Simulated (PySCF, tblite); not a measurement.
**C3F4O2: a rotation path, then NMR shifts on frames**

Aim: move C3F4O2 (`O=C=C(F)OC(F)(F)F`) away from its starting geometry and see how NMR shifts follow the geometry.

Programs: tblite 0.8.0 and PySCF 2.14.0, with density-fitted response routines of our own. Each step states its level of theory. These are calculated values for one molecule in the gas phase, unless marked as measured. Atoms count from 0, in the outputs and in this text.

**1. Starting geometry**

9 atoms, charge 0, multiplicity 1; geometry from: GFN2-xTB.

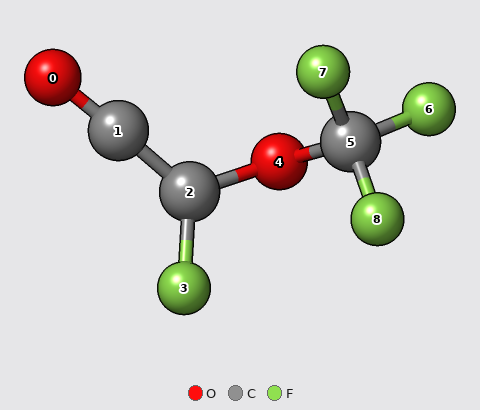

The starting geometry (oxygen red, carbon grey, fluorine green), atoms numbered.

**2. A band between two rotamers with GFN2-xTB**

Job settings and geometry (Å):

```
{"job": {"kind": "neb", "xc": "GFN2-xTB", "basis": "xTB", "atoms": [6, 5, 4, 2], "turn": 120}, "charge": 0, "multiplicity": 1}
O      2.740755     0.516317     0.972322
C      1.812112     0.487068     0.285745
C      0.841511     0.369386    -0.594032
F      0.537101     1.391400    -1.425215
O     -0.047904    -0.685289    -0.606501
C     -1.166384    -0.545908     0.129549
F     -1.862151    -1.664991     0.057954
F     -0.892403    -0.315835     1.422652
F     -1.949076     0.453844    -0.267655
```

Level: GFN2-xTB climbing-image nudged elastic band, gas phase.

Started as:

```bash
> OMP_NUM_THREADS=1 python probes_run.py task.json out
```

One launch serves the whole session: the jobs run in the order shown.

What it wrote:

```text
image   E - E0 / eV
  0      -0.0000
  1       0.0080
  2       0.0276
  3       0.0482
  4       0.0565
  5       0.0469
  6       0.0270
  7       0.0088
  8       0.0000
```

It took 5.1 s on 1 thread of Intel Xeon at 2.50GHz, shared host; peak memory 0.18 GiB.

The final band, with the dihedral F6–C5–O4–C2:

```
image  dihedral (°)  energy (eV)  energy (kcal/mol)
    0          -177        0.000                0.0
    1          -164        0.008                0.2
    2          -149        0.028                0.6
    3          -134        0.048                1.1
    4          -117        0.057                1.3
    5          -100        0.047                1.1
    6           -85        0.027                0.6
    7           -70        0.009                0.2
    8           -58        0.000                0.0
```

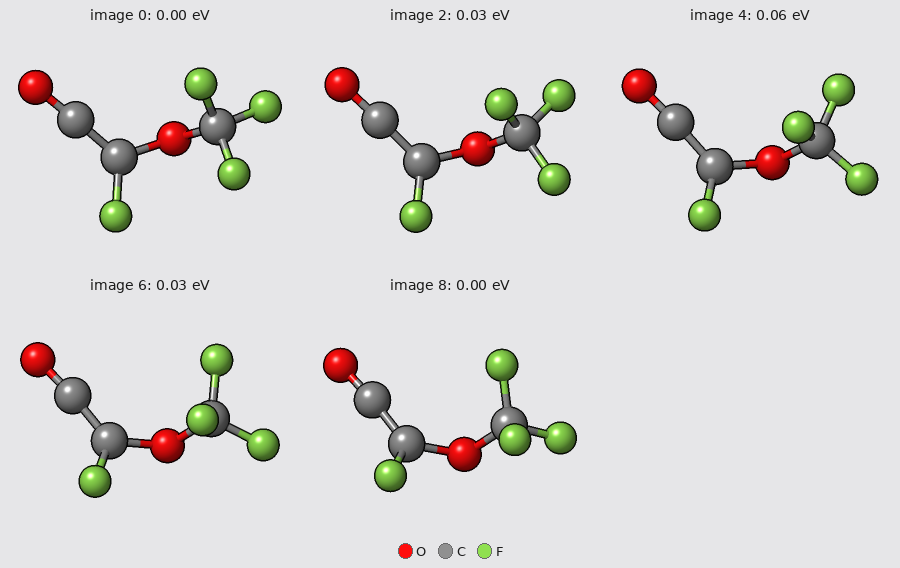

Images along the band.

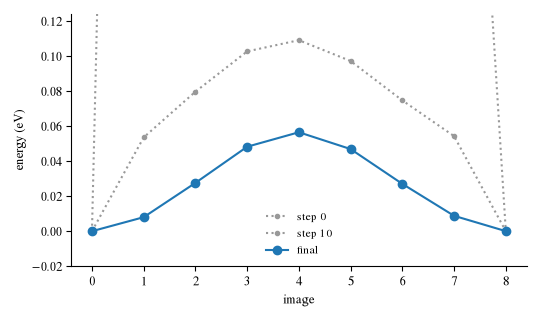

Energy along the band, early and final.

**3. NMR shieldings: image 0, PBE0/pcSseg-1**

Job settings and geometry (Å):

```
{"job": {"kind": "nmr", "xc": "PBE0", "basis": "pcSseg-1", "pop": false}, "charge": 0, "multiplicity": 1}
O      2.740800     0.516300     0.972300
C      1.812100     0.487100     0.285700
C      0.841500     0.369400    -0.594000
F      0.537100     1.391400    -1.425200
O     -0.047900    -0.685300    -0.606500
C     -1.166400    -0.545900     0.129500
F     -1.862200    -1.665000     0.058000
F     -0.892400    -0.315800     1.422700
F     -1.949100     0.453800    -0.267700
```

With the program's defaults for keys left out, this is: GIAO PBE0/pcSseg-1 NMR shielding, non-relativistic, gas phase.

What it wrote:

```text
coarse grid: 9776 points
cycle   1  E = -662.9845795773  dE =  2.010e+00  |g| = 1.247e+00  |ddm| = 2.944e+00
cycle   2  E = -662.2837028180  dE =  7.009e-01  |g| = 2.359e+00  |ddm| = 1.933e+00
cycle   3  E = -663.2123281699  dE = -9.286e-01  |g| = 4.668e-01  |ddm| = 1.487e+00
cycle   4  E = -663.2522581123  dE = -3.993e-02  |g| = 8.096e-02  |ddm| = 3.182e-01
cycle   5  E = -663.2532992875  dE = -1.041e-03  |g| = 1.894e-02  |ddm| = 4.964e-02
cycle   6  E = -663.2533451954  dE = -4.591e-05  |g| = 9.292e-03  |ddm| = 1.624e-02
cycle   7  E = -663.2533635829  dE = -1.839e-05  |g| = 1.759e-03  |ddm| = 7.286e-03
cycle   8  E = -663.2533640913  dE = -5.084e-07  |g| = 4.397e-04  |ddm| = 1.201e-03
final grid: 102456 points
cycle   9  E = -663.3538213346  dE = -3.127e-05  |g| = 1.331e-02  |ddm| = 1.827e-02
cycle  10  E = -663.3537321373  dE =  8.920e-05  |g| = 2.587e-02  |ddm| = 2.105e-02
cycle  11  E = -663.3538492790  dE = -1.171e-04  |g| = 3.426e-03  |ddm| = 1.534e-02
cycle  12  E = -663.3538513666  dE = -2.088e-06  |g| = 2.427e-04  |ddm| = 2.059e-03
cycle  13  E = -663.3538513709  dE = -4.301e-09  |g| = 2.021e-04  |ddm| = 2.694e-04
cycle  14  E = -663.3538513778  dE = -6.922e-09  |g| = 2.581e-05  |ddm| = 1.262e-04
cycle  15  E = -663.3538513780  dE = -1.205e-10  |g| = 6.109e-06  |ddm| = 2.180e-05
converged SCF energy = -663.3538513780

GIAO shielding tensors (ppm)
atom      isotropic    diamagn.    paramagn.     s11        s22        s33       span
  0 O     -322.648     398.840    -721.489   -893.078   -280.067    205.200   1098.279
  1 C      -74.894     261.224    -336.118   -149.469    -62.703    -12.510    136.960
  2 C       22.940     247.956    -225.016   -106.772     81.996     93.596    200.368
  3 F      395.972     471.300     -75.328    184.456    257.277    746.184    561.728
  4 O      186.478     396.717    -210.239     93.265    180.290    285.879    192.613
  5 C       54.997     236.891    -181.895     49.126     55.496     60.369     11.243
  6 F      251.175     468.540    -217.365    190.082    215.199    348.245    158.164
  7 F      245.322     473.736    -228.414    163.788    208.625    363.553    199.765
  8 F      241.136     471.541    -230.405    177.583    198.077    347.748    170.165
```

Wall time 40 s (1 thread of Intel Xeon at 2.50GHz, shared host); peak memory 0.71 GiB.

The references, computed at this level on geometries of the same kind, shield at (ppm): ¹³C TMS 186.9, ¹⁹F CFCl3 170.9, ¹⁷O H2O 336.1. Their shielding less the atom's gives the shift. The references are single molecules in the gas phase, so shifts against H2O, NH3, PH3, H3PO4 or CFCl3 are not on the usual liquid scales and can be off by tens of ppm. Each atom is listed at this fixed geometry, with no averaging over motion; a spectrum would average atoms that exchange fast.

```
atoms                              environment  σ (ppm)  δ (ppm)
   C1               central carbon of a ketene    -74.9    261.8
   C2  terminal carbon of a ketene bonded to F     22.9    164.0
   C5                               CF3 carbon     55.0    131.9
   O0                          carbonyl oxygen   -322.6    658.7
   O4                             ether oxygen    186.5    149.6
   F8                fluorine of an OCF3 group    241.1    -70.2
   F7                fluorine of an OCF3 group    245.3    -74.4
   F6                fluorine of an OCF3 group    251.2    -80.2
   F3                         vinylic fluorine    396.0   -225.0
```

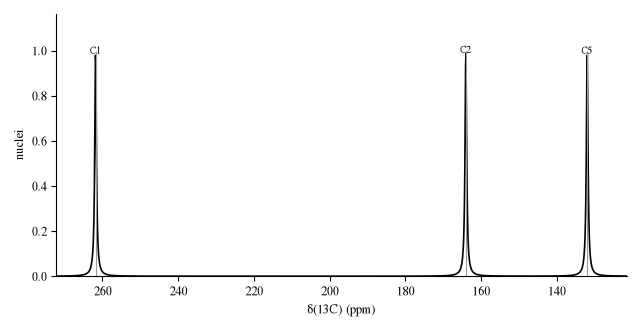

¹³C lines at the computed shifts, without couplings. Lines are broadened to a width of 0.52 ppm (Lorentzian).

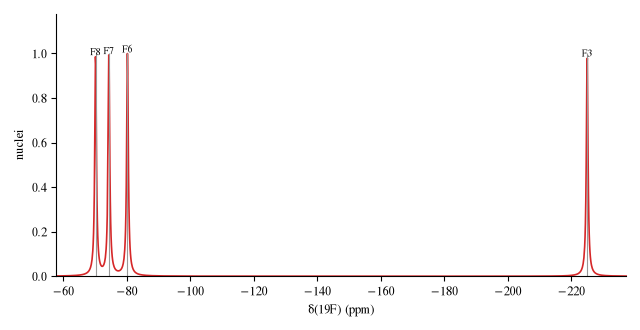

¹⁹F lines at the computed shifts, without couplings. Lines are broadened to a width of 0.62 ppm (Lorentzian).

Orbitals, density, ELF and potential are computed afterwards from the orbital file.

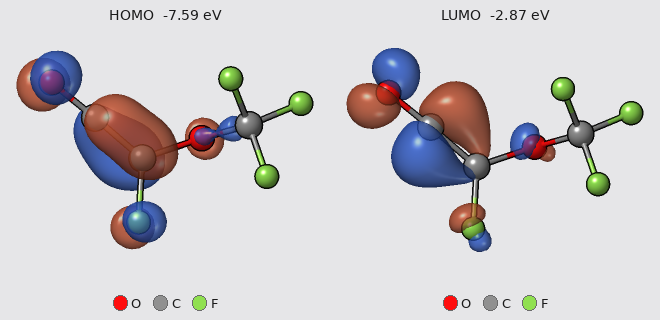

PBE0/pcSseg-1 orbitals near the gap, drawn at the value that encloses 70 % of each; the two colours are the two signs.

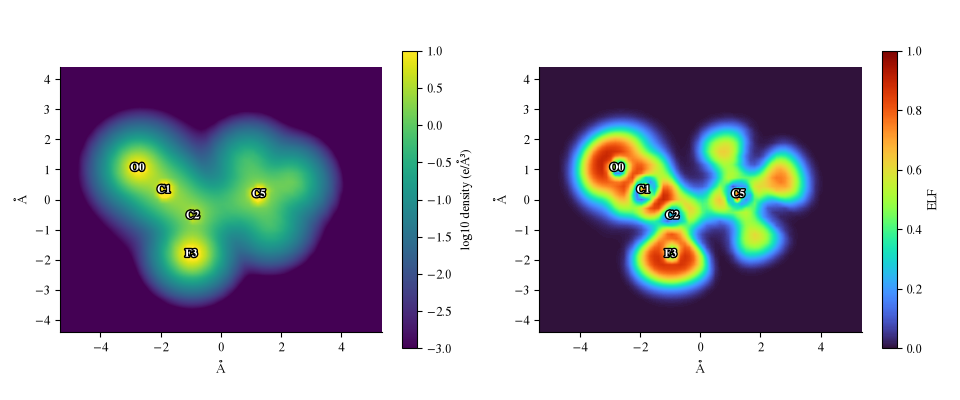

Density (left) and ELF (right) in a plane through or near 5 of the atoms.

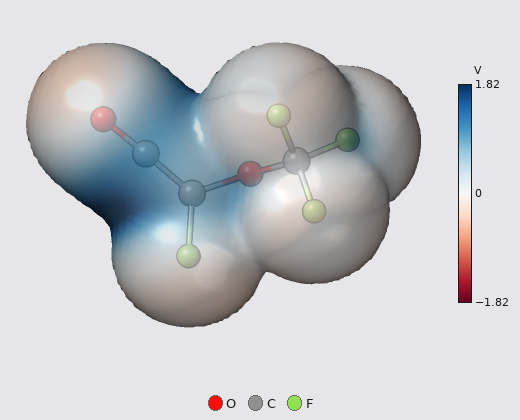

Electrostatic potential on the surface of density 0.002 e/bohr³; red is low, blue high. It runs from -0.35 V near O4 to 1.82 V near C1.

**4. NMR shieldings: image 2, PBE0/pcSseg-1**

Job settings and geometry (Å):

```
{"job": {"kind": "nmr", "xc": "PBE0", "basis": "pcSseg-1", "pop": false}, "charge": 0, "multiplicity": 1}
O      2.806300     0.209000     0.912300
C      1.851800     0.365700     0.281100
C      0.845300     0.442700    -0.563600
F      0.533300     1.611000    -1.167200
O     -0.085200    -0.565900    -0.690100
C     -1.187200    -0.513900     0.087400
F     -1.586600    -1.751600     0.338800
F     -0.963200     0.081800     1.262200
F     -2.201100     0.127000    -0.486100
```

Method: GIAO PBE0/pcSseg-1 NMR shielding, non-relativistic, gas phase.

What it wrote:

```text
coarse grid: 9776 points
cycle   1  E = -662.9842131291  dE =  2.009e+00  |g| = 1.245e+00  |ddm| = 2.942e+00
cycle   2  E = -662.2910807396  dE =  6.931e-01  |g| = 2.349e+00  |ddm| = 1.925e+00
cycle   3  E = -663.2110166774  dE = -9.199e-01  |g| = 4.675e-01  |ddm| = 1.488e+00
cycle   4  E = -663.2511523765  dE = -4.014e-02  |g| = 7.994e-02  |ddm| = 3.199e-01
cycle   5  E = -663.2521682892  dE = -1.016e-03  |g| = 1.897e-02  |ddm| = 4.966e-02
cycle   6  E = -663.2522147146  dE = -4.643e-05  |g| = 9.310e-03  |ddm| = 1.662e-02
cycle   7  E = -663.2522338508  dE = -1.914e-05  |g| = 1.764e-03  |ddm| = 7.504e-03
cycle   8  E = -663.2522343597  dE = -5.089e-07  |g| = 4.420e-04  |ddm| = 1.185e-03
final grid: 102456 points
cycle   9  E = -663.3519277420  dE = -2.851e-05  |g| = 1.340e-02  |ddm| = 1.898e-02
cycle  10  E = -663.3518369991  dE =  9.074e-05  |g| = 2.608e-02  |ddm| = 2.118e-02
cycle  11  E = -663.3519561061  dE = -1.191e-04  |g| = 3.435e-03  |ddm| = 1.549e-02
cycle  12  E = -663.3519582134  dE = -2.107e-06  |g| = 2.298e-04  |ddm| = 2.066e-03
cycle  13  E = -663.3519582162  dE = -2.774e-09  |g| = 2.070e-04  |ddm| = 2.667e-04
cycle  14  E = -663.3519582237  dE = -7.489e-09  |g| = 2.247e-05  |ddm| = 1.286e-04
cycle  15  E = -663.3519582238  dE = -8.436e-11  |g| = 5.937e-06  |ddm| = 1.659e-05
converged SCF energy = -663.3519582238

GIAO shielding tensors (ppm)
atom      isotropic    diamagn.    paramagn.     s11        s22        s33       span
  0 O     -321.779     398.832    -720.611   -891.515   -276.619    202.797   1094.312
  1 C      -75.556     261.454    -337.010   -153.364    -60.185    -13.118    140.245
  2 C       21.967     247.998    -226.031   -108.220     82.521     91.600    199.820
  3 F      388.365     471.514     -83.149    181.396    258.260    725.439    544.043
  4 O      186.494     396.733    -210.239     96.535    189.323    273.625    177.090
  5 C       54.268     237.433    -183.165     49.224     55.222     58.359      9.135
  6 F      244.980     469.429    -224.449    180.728    206.654    347.557    166.829
  7 F      246.718     474.011    -227.293    172.958    222.656    344.539    171.580
  8 F      235.982     470.022    -234.040    173.933    193.199    340.814    166.881
```

It took 34 s on 1 thread of Intel Xeon at 2.50GHz, shared host; peak memory 0.8 GiB.

Key values: δ C1 262.5, C2 165.0, C5 132.7, O0 657.9 ppm.

[end of part 1 of 2]
